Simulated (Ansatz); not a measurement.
# Molecular dynamics of GaH₃Cl₂ (part 3 of 3)

The same run, continued: GaH₃Cl₂; RKS PBE/def2-SVP (Ansatz 0.2.0). It belongs to a series of runs on one base structure; here: dynamics from the highest image of the converged band.

Geometry of the input (Å):
```
Ga -0.0240  -0.3752  -0.1146
Cl -0.1132  0.0383  2.3576
H  1.3748  0.0531  -0.6484
Cl -1.9177  0.2066  -0.9744
H  -0.1677  -1.9007  0.6250
H  -0.1757  -1.2768  1.5931
```

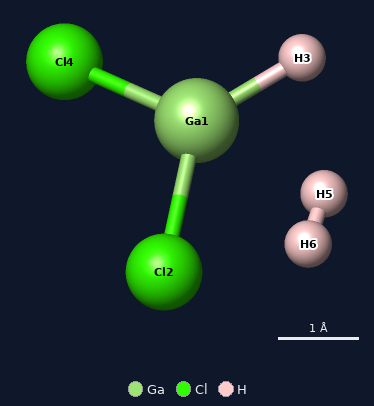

Fig. 1: The geometry at step 86 of the log (ball-and-stick view, seen at a tilt; atoms are numbered from 1 in the order of the input).

**Output, continued**
```
md step   199: t =    99.50 fs  T =  1168.8 K  F+E_penalty+E_count = -77440.71400795 eV  E_kin = 0.604337 eV  conserved = -77440.10967114 eV  (26 SCF iters)
these checks for a lower state are left out or cut short: starts, cluster_reference, orbital_swaps, neighbouring_geometries, increment
919 factors; their error is unknown
mean field -77440.71274923 eV, -2845.8937023338 hartree, gradient 1.7e-5 eV, S^2 0.000000; 0 other end points of the search recorded, 0 dependent functions left out
the calculation of the forces begins
reference -77440.71279515 eV, -2845.8937040215 hartree; 34, 34 occupied and 49, 49 virtual orbitals, 919 factors
919 factors; their error is unknown
mean field -77440.71274923 eV, -2845.8937023338 hartree, gradient 1.7e-5 eV, S^2 0.000000; 1 other end points of the search recorded, 0 dependent functions left out
the calculation of the forces begins
reference -77440.71279515 eV, -2845.8937040215 hartree; 34, 34 occupied and 49, 49 virtual orbitals, 919 factors
md step   200: t =   100.00 fs  T =  1166.4 K  F+E_penalty+E_count = -77440.71274923 eV  E_kin = 0.603089 eV  conserved = -77440.10966042 eV  (24 SCF iters)
```

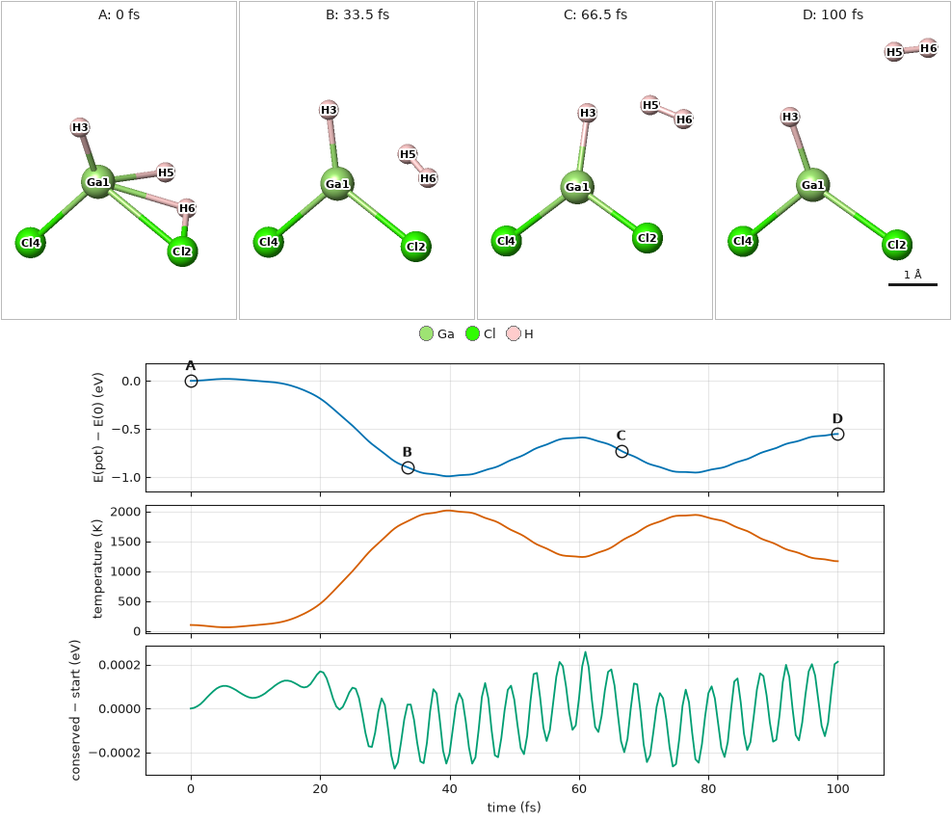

Fig. 2: Frames of the molecular dynamics (ball-and-stick, seen at a tilt) above the curves, on which the letters mark them. The trajectory kept here has 201 frames over 100 fs. The temperature starts at 100 K, ranges from 61 to 2014 K and averages 1537 K over the second half. The potential energy ends 0.551 eV below its first value. The conserved quantity stays within 0.00053 eV. After an unweighted best fit of the last frame on the first, the root-mean-square displacement is 2.56 Å.

```
Total energy: -77440.71279515 eV, -2845.8937040215 hartree
Atom 0 at    -0.053491    -0.289542    -0.007963 Å, force    -0.054520     1.135518     1.874726 eV/Å
Atom 1 at    -0.026720     0.226787     2.334908 Å, force    -0.016168    -0.657630    -2.199193 eV/Å
Atom 2 at     1.209287    -0.379361    -0.915972 Å, force     0.192659    -0.303994     0.183152 eV/Å
Atom 3 at    -1.895115     0.163108    -1.027159 Å, force    -0.121888    -0.174244     0.141601 eV/Å
Atom 4 at    -1.020997    -6.615630    -1.372176 Å, force    -0.074164     0.556847    -0.524360 eV/Å
Atom 5 at    -0.949855    -7.158460    -0.863750 Å, force     0.074082    -0.556497     0.524074 eV/Å
Dipole moment:     0.240321    -0.245638    -0.322827 e Å
```

**Trajectory as extended XYZ (Å, eV, eV/Å), 15 of the 201 frames kept, from step=0 to step=200**
```
6
Properties=species:S:1:pos:R:3:forces:R:3 step=0 time_fs=0.0 energy=-77440.16158 temperature=100.0
Ga   -0.0240   -0.3752   -0.1146   -0.0012  -0.0008   0.0000
Cl   -0.1132    0.0383    2.3576   -0.0007   0.0007   0.0013
H     1.3748    0.0531   -0.6484    0.0012  -0.0005  -0.0004
Cl   -1.9177    0.2066   -0.9744   -0.0002  -0.0001   0.0003
H    -0.1677   -1.9007    0.6250    0.0002   0.0019   0.0000
H    -0.1757   -1.2768    1.5931    0.0006  -0.0012  -0.0012
6
Properties=species:S:1:pos:R:3:forces:R:3 step=14 time_fs=7.0 energy=-77440.14478 temperature=67.7
Ga   -0.0238   -0.3734   -0.1088    0.0235   0.3144   0.3791
Cl   -0.1118    0.0372    2.3412   -0.0242   0.0018   0.0133
H     1.4058    0.0716   -0.5621   -0.1151  -0.1494  -0.0811
Cl   -1.9186    0.2057   -0.9728    0.0774  -0.0669  -0.0197
H    -0.2092   -1.8923    0.6674    0.0217  -0.3245  -0.0205
H    -0.1972   -1.3665    1.5850    0.0167   0.2246  -0.2712
6
Properties=species:S:1:pos:R:3:forces:R:3 step=29 time_fs=14.5 energy=-77440.19402 temperature=163.0
Ga   -0.0238   -0.3692   -0.0996   -0.3129   0.4557   0.7548
Cl   -0.1106    0.0365    2.3234   -0.0087   0.2690  -0.2298
H     1.4090    0.0218   -0.5193    0.1460  -0.1825  -0.2391
Cl   -1.9183    0.2038   -0.9714    0.1610  -0.1653  -0.0127
H    -0.2397   -2.0009    0.6966    0.0558   0.1421  -0.1534
H    -0.2160   -1.4005    1.4534   -0.0413  -0.5189  -0.1199
6
Properties=species:S:1:pos:R:3:forces:R:3 step=43 time_fs=21.5 energy=-77440.42170 temperature=603.3
Ga   -0.0255   -0.3617   -0.0857    0.1030   1.2074   1.2361
Cl   -0.1096    0.0392    2.3033    0.0370   0.1911  -0.8659
H     1.4457   -0.1209   -0.5823   -0.2569  -0.3259  -0.1334
Cl   -1.9160    0.1997   -0.9703    0.1816  -0.2483  -0.0396
H    -0.2488   -2.1134    0.6253   -0.0440  -0.5279  -0.4190
H    -0.2489   -1.6204    1.2945   -0.0206  -0.2964   0.2218
6
Properties=species:S:1:pos:R:3:forces:R:3 step=57 time_fs=28.5 energy=-77440.84331 temperature=1418.3
Ga   -0.0269   -0.3467   -0.0634   -0.0515   0.9221   1.7420
Cl   -0.1080    0.0441    2.2717    0.1047  -0.0994  -1.4327
H     1.3925   -0.4023   -0.7122   -0.1284  -0.1821  -0.0703
Cl   -1.9113    0.1924   -0.9698    0.1338  -0.1992  -0.0567
H    -0.2748   -2.3823    0.4533   -0.0407  -0.5134  -0.4718
H    -0.2906   -2.0244    1.1412   -0.0179   0.0720   0.2895
6
Properties=species:S:1:pos:R:3:forces:R:3 step=71 time_fs=35.5 energy=-77441.11100 temperature=1935.8
Ga   -0.0284   -0.3260   -0.0301    0.1107   0.1645   1.0561
Cl   -0.1051    0.0478    2.2220    0.1678  -0.2185  -1.3124
H     1.2574   -0.7583   -0.8576   -0.2908   0.1654   0.2898
Cl   -1.9048    0.1827   -0.9699    0.0595  -0.0412  -0.0319
H    -0.3217   -2.7811    0.2350   -0.0270   0.0085   0.1279
H    -0.3369   -2.4904    0.9569   -0.0202  -0.0787  -0.1295
6
Properties=species:S:1:pos:R:3:forces:R:3 step=86 time_fs=43.0 energy=-77441.13519 temperature=1982.7
Ga   -0.0296   -0.3024    0.0132   -0.3838  -0.3487  -0.0404
Cl   -0.0995    0.0489    2.1506    0.1987  -0.0058  -0.2293
H     1.0012   -1.0624   -0.8834    0.2328   0.2491   0.2096
Cl   -1.8971    0.1718   -0.9704   -0.0050   0.1379   0.0022
H    -0.3860   -3.2370    0.0042   -0.0283   0.1046   0.3437
H    -0.3973   -3.0115    0.7502   -0.0144  -0.1371  -0.2857
6
Properties=species:S:1:pos:R:3:forces:R:3 step=100 time_fs=50.0 energy=-77440.97026 temperature=1664.1
Ga   -0.0332   -0.2829    0.0530   -0.5535  -0.8740  -1.8236
Cl   -0.0916    0.0500    2.0814    0.1699   0.4154   1.7140
H     0.8524   -1.2311   -0.8033    0.4346   0.2207   0.0966
Cl   -1.8898    0.1634   -0.9710   -0.0297   0.2569  -0.0162
H    -0.4569   -3.6596   -0.2025   -0.0191   0.1242   0.6508
H    -0.4626   -3.5166    0.5732   -0.0023  -0.1433  -0.6216
6
Properties=species:S:1:pos:R:3:forces:R:3 step=114 time_fs=57.0 energy=-77440.76971 temperature=1276.6
Ga   -0.0403   -0.2693    0.0804   -0.2904  -1.4608  -3.6958
Cl   -0.0816    0.0567    2.0353    0.0925   0.8338   3.6971
H     0.8896   -1.2866   -0.6740    0.2127   0.3602   0.0628
Cl   -1.8829    0.1582   -0.9718   -0.0115   0.2573  -0.0720
H    -0.5348   -4.0761   -0.3950   -0.0005   0.0498   0.7385
H    -0.5312   -4.0360    0.3958   -0.0029  -0.0402  -0.7307
6
Properties=species:S:1:pos:R:3:forces:R:3 step=129 time_fs=64.5 energy=-77440.81741 temperature=1368.8
Ga   -0.0501   -0.2652    0.0833   -0.0650  -1.2362  -3.3447
Cl   -0.0694    0.0757    2.0383   -0.0136   0.8728   3.7303
H     1.0532   -1.1817   -0.5216    0.1313   0.1725  -0.2334
Cl   -1.8758    0.1564   -0.9738   -0.0544   0.1756  -0.1547
H    -0.6204   -4.5157   -0.5889    0.0142  -0.0608   0.7084
H    -0.6047   -4.5951    0.1981   -0.0124   0.0760  -0.7059
6
Properties=species:S:1:pos:R:3:forces:R:3 step=143 time_fs=71.5 energy=-77441.03748 temperature=1793.9
Ga   -0.0594   -0.2699    0.0633    0.6382  -0.7591  -1.3776
Cl   -0.0583    0.1051    2.0906   -0.0948   0.4497   1.8101
H     1.2474   -0.9843   -0.4735   -0.3298   0.2086  -0.1854
Cl   -1.8699    0.1572   -0.9778   -0.2150   0.0914  -0.2481
H    -0.7001   -4.9226   -0.7572    0.0169  -0.1128   0.4677
H    -0.6727   -5.1133    0.0022   -0.0156   0.1223  -0.4667
6
Properties=species:S:1:pos:R:3:forces:R:3 step=157 time_fs=78.5 energy=-77441.11135 temperature=1936.5
Ga   -0.0650   -0.2796    0.0341    0.6298   0.1503   0.6857
Cl   -0.0483    0.1403    2.1671   -0.1358  -0.0575  -0.1387
H     1.3240   -0.7085   -0.5201   -0.0772  -0.1197  -0.2522
Cl   -1.8670    0.1592   -0.9850   -0.4173   0.0221  -0.2949
H    -0.7793   -5.3315   -0.9151    0.0033  -0.0283   0.0686
H    -0.7407   -5.6250   -0.2035   -0.0027   0.0331  -0.0685
6
Properties=species:S:1:pos:R:3:forces:R:3 step=171 time_fs=85.5 energy=-77440.98459 temperature=1691.5
Ga   -0.0659   -0.2884    0.0087    0.8419   0.6960   1.5930
Cl   -0.0401    0.1750    2.2426   -0.1054  -0.4214  -1.3431
H     1.3398   -0.4757   -0.6688   -0.2101  -0.2289   0.0065
Cl   -1.8696    0.1615   -0.9961   -0.5267  -0.0479  -0.2561
H    -0.8580   -5.7452   -1.0665   -0.0260   0.1949  -0.3339
H    -0.8088   -6.1296   -0.4158    0.0262  -0.1927   0.3337
6
Properties=species:S:1:pos:R:3:forces:R:3 step=186 time_fs=93.0 energy=-77440.79962 temperature=1334.0
Ga   -0.0611   -0.2927   -0.0068    0.4434   1.0562   1.9160
Cl   -0.0328    0.2061    2.3042   -0.0521  -0.6125  -1.9703
H     1.2688   -0.3480   -0.8288    0.0294  -0.3209   0.1378
Cl   -1.8799    0.1632   -1.0116   -0.4207  -0.1237  -0.0831
H    -0.9425   -6.1918   -1.2274   -0.0434   0.3282  -0.4075
H    -0.8816   -6.6656   -0.6446    0.0434  -0.3273   0.4072
6
Properties=species:S:1:pos:R:3:forces:R:3 step=200 time_fs=100.0 energy=-77440.71275 temperature=1166.4
Ga   -0.0535   -0.2895   -0.0080   -0.0545   1.1355   1.8747
Cl   -0.0267    0.2268    2.3349   -0.0162  -0.6576  -2.1992
H     1.2093   -0.3794   -0.9160    0.1927  -0.3040   0.1832
Cl   -1.8951    0.1631   -1.0272   -0.1219  -0.1742   0.1416
H    -1.0210   -6.6156   -1.3722   -0.0742   0.5568  -0.5244
H    -0.9499   -7.1585   -0.8638    0.0741  -0.5565   0.5241
```
